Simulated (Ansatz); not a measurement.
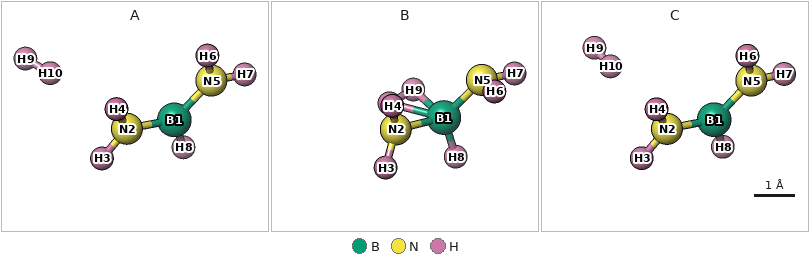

3 geometries from a converged minimum-energy path of BN2H7, made up at the start of BN2H5 and H₂, shuffled. Style: ball-and-stick. Shown at a tilt.

Method: Ansatz 0.2.0, RKS PBE0-D4/def2-SVP. Settings: 7 movable images; climbing image; force threshold 0.05 eV/Å; iteration limit 60; starting path through a guess of the saddle point.

**Which of them lies highest in energy?**

B. In order along the path, whose images run from 0 to 8: A (image 0, 0.0 kJ/mol), C (image 1, +0.6 kJ/mol), B (image 5, +199.5 kJ/mol). Breaking: H9–H10 (0.76 → 1.02 at the top → 2.58 Å). Forming: B1–H9 (4.12 → 1.42 at the top → 1.23 Å), N2–H10 (2.64 → 1.34 at the top → 1.02 Å).

Limits of the set-up: the start holds two separate molecules, 2.6 Å apart at their closest, whose relative position is a soft coordinate.

The run took 6.7 min on 2 threads of Intel(R) Xeon(R) Processor @ 2.50GHz (Skylake/Cascade Lake) (shared host), peak memory 0.15 GiB.
